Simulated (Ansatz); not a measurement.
## Electronic structure of H7NOSi2···NH3 in real space

```xyz
15

Si   -0.1159   -0.0397    0.0847
O    -0.4495   -0.0802    1.7227
Si   -1.5566   -0.2425    2.9503
H    -2.6562   -1.1634    2.5323
H    -0.8601   -0.8170    4.1343
H    -2.1416    1.0809    3.3084
H     1.3514   -0.0053   -0.1193
H    -0.6452    1.2454   -0.4699
N    -0.9133   -1.3952   -0.6477
H    -1.4966   -1.9831   -0.0606
H    -1.2767   -1.3544   -1.5948
N     1.3611   -2.4941    1.1013
H     0.7906   -2.6060    0.2670
H     2.2121   -2.0172    0.8163
H     0.8605   -1.8606    1.7451
```

Not at a stationary point (largest force 0.7 eV/Å).

The calculation used Ansatz, RKS B3LYP-D4/def2-SVP.

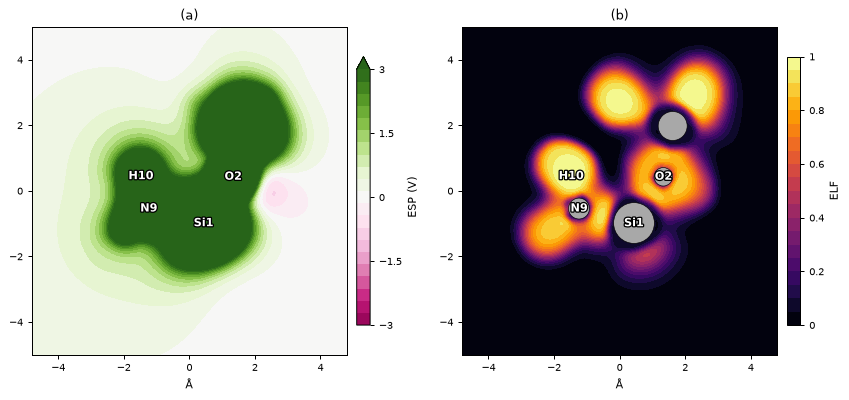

Figure 1. (a) molecular electrostatic potential; (b) ELF on the plane of atoms Si1, N9 and H10. Grey discs cover the atomic cores in the ELF map.

Q: Describe what can be read from this map.

A: The section cuts through Si, O, N and H sites. Si–O (1.67 Å): the ELF peaks at about 0.85 between the atoms, as expected for a polar covalent bond. Si–N (1.73 Å): the ELF peaks at about 0.90 between the atoms, as expected for a polar covalent bond. N–H (1.02 Å): the ELF climbs to about 1 towards the hydrogen, as it does in any bond to H (a covalent bond by its length). The ELF also peaks beside O2, away from the bonds: lone-pair regions. Outside the dense part of the complex the potential is most negative (−0.7 V) near O2.

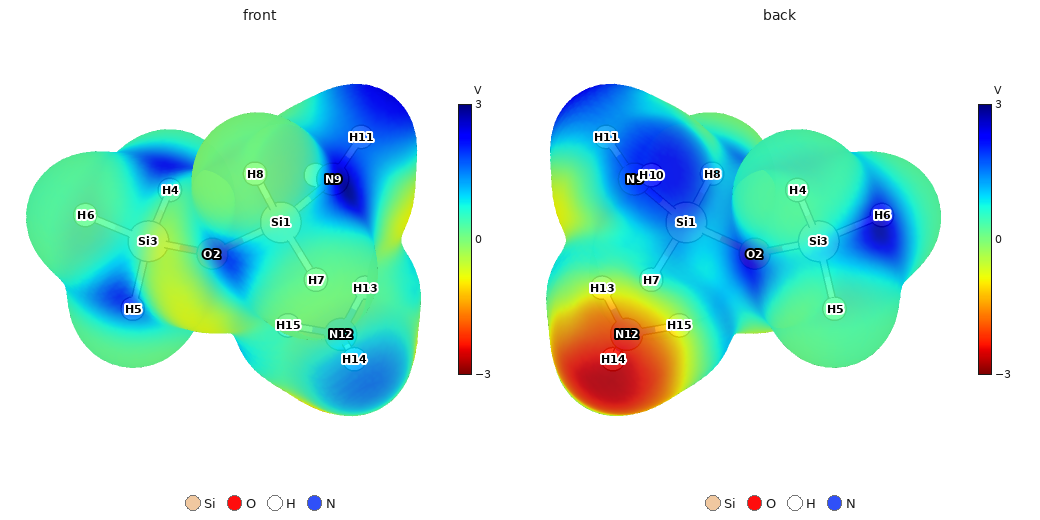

Figure 2. The electrostatic potential painted on the density surface at 0.004 e/bohr³, seen from the front and from behind; the colour scale runs from red (negative) to blue (positive).

Q: Which sites attract a positive test charge, and which a negative one?

A: A positive charge is drawn to the negative regions and a negative charge to the positive ones. The most negative region (about −2.5 V) lies over N12, the most positive (about +2.6 V) over Si1 and Si3. N12 is the likeliest acceptor of a hydrogen bond.

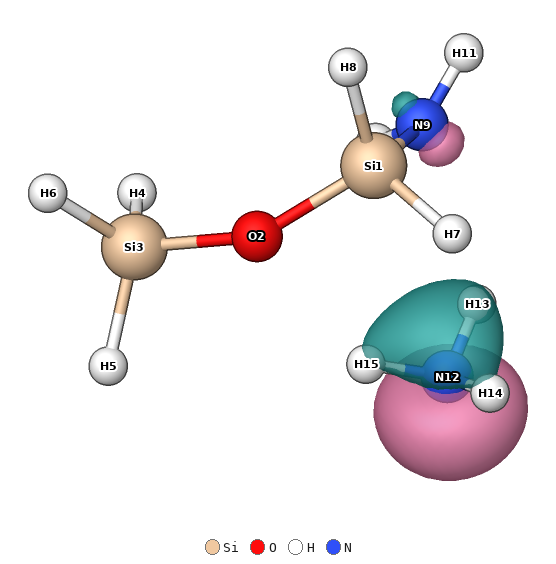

Figure 3. The HOMO at ±0.2 Å⁻³ᐟ² (teal and pink are the two phases), seen at a tilt.

Q: What is the character of this orbital?

A: Its weight (Hirshfeld) is mainly on N12 (about 75 %); largely a lone pair of N12. Its energy is −6.48 eV.
